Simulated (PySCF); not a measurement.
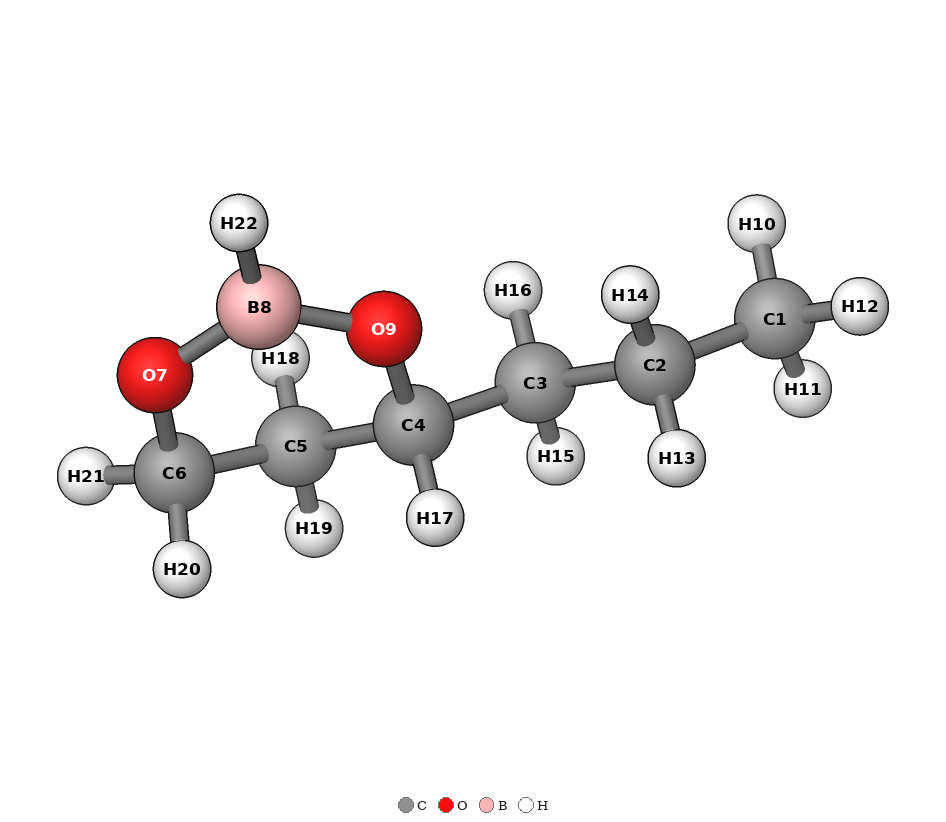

The computed structure is the end point of a PBE0-D3(BJ)/def2-SVP optimisation. No frequency run is at hand to confirm it as a minimum. Level of theory: delta-SCF UKS SCAN, pcX-2 on the ionised atom, pcseg-1 elsewhere, spin-free X2C (PySCF 2.14.0).

Give the core-electron binding energies (to vacuum) of C1 1s, C2 1s, C3 1s, C4 1s, C5 1s, C6 1s, O7 1s, B8 1s, O9 1s.

```json
{"atom": "C1", "level": "1s", "binding energy (eV)": "290.6"}
{"atom": "C2", "level": "1s", "binding energy (eV)": "290.5"}
{"atom": "C3", "level": "1s", "binding energy (eV)": "290.6"}
{"atom": "C4", "level": "1s", "binding energy (eV)": "292.2"}
{"atom": "C5", "level": "1s", "binding energy (eV)": "291.0"}
{"atom": "C6", "level": "1s", "binding energy (eV)": "292.4"}
{"atom": "O7", "level": "1s", "binding energy (eV)": "538.4"}
{"atom": "B8", "level": "1s", "binding energy (eV)": "196.8"}
{"atom": "O9", "level": "1s", "binding energy (eV)": "538.2"}
```
